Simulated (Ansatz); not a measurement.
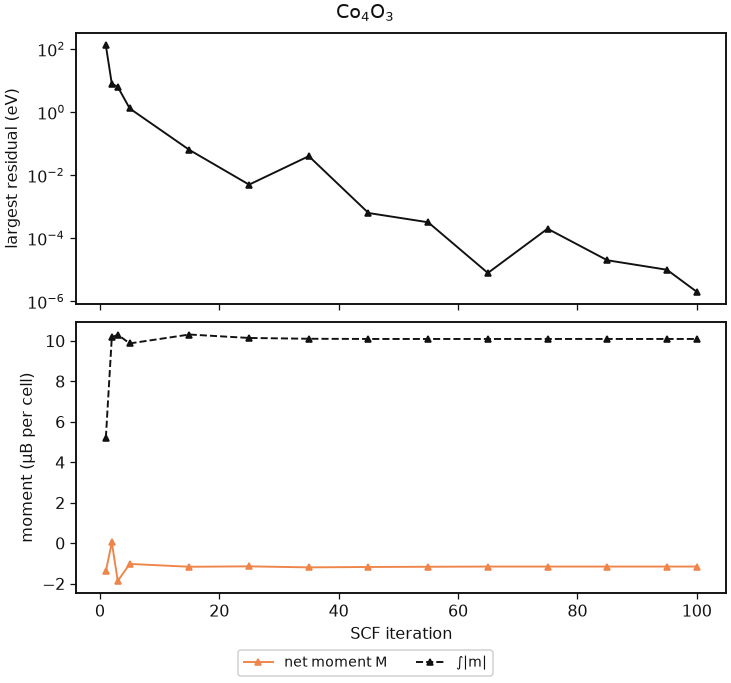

The plot shows the SCF iterations of a calculation: largest residual, magnetic moments. Only some iterations were kept.

Program: Ansatz.

```
crystal:
  lattice:
    - [4.26, 0, 0]
    - [0, 4.26, 0]
    - [0, 0, 4.26]
  atoms:
    - { symbol: Co, position: [0.955093, 0.961375, 0.997209], spin: 3 }
    - { symbol: Co, position: [0.543628, 0.538413, 0.004334], spin: 3 }
    - { symbol: Co, position: [0.495826, 0.000609, 0.49811], spin: -3 }
    - { symbol: Co, position: [0.002331, 0.504116, 0.503476], spin: -3 }
    - { symbol: O, position: [0.998309, 0.995075, 0.498075] }
    - { symbol: O, position: [0.49858, 0.498794, 0.49634] }
    - { symbol: O, position: [0.2535, 0.250214, 0.998197] }
kpoints:
  mp_grid: { grid: [5, 5, 5], shift: [0, 0, 0] }
hamiltonian:
  xc: pbe
  dispersion: none
  pseudopotentials: { kind: nc }
  hubbard: { sites: [{ species: Co, l: d, u_eff: 3.3 }] }
magnetization:
  spin_polarized: true
scf:
  occupations: { method: fermi_dirac, width: 0.1 }
```

How did this run end?

Answer. Not converged after 100 iterations. The residual is still falling at the last step (down to 2 × 10⁻⁶).

Read the residual at the first and at the last step drawn.

Answer. It starts near 100 and ends near 2 × 10⁻⁶ eV.

What happens to the magnetisation?

Answer. The net moment goes from −1.4 to −1.1 μB per cell, with excursions between −1.9 and 0.0 on the way, though in an unconverged run this needn't be final.
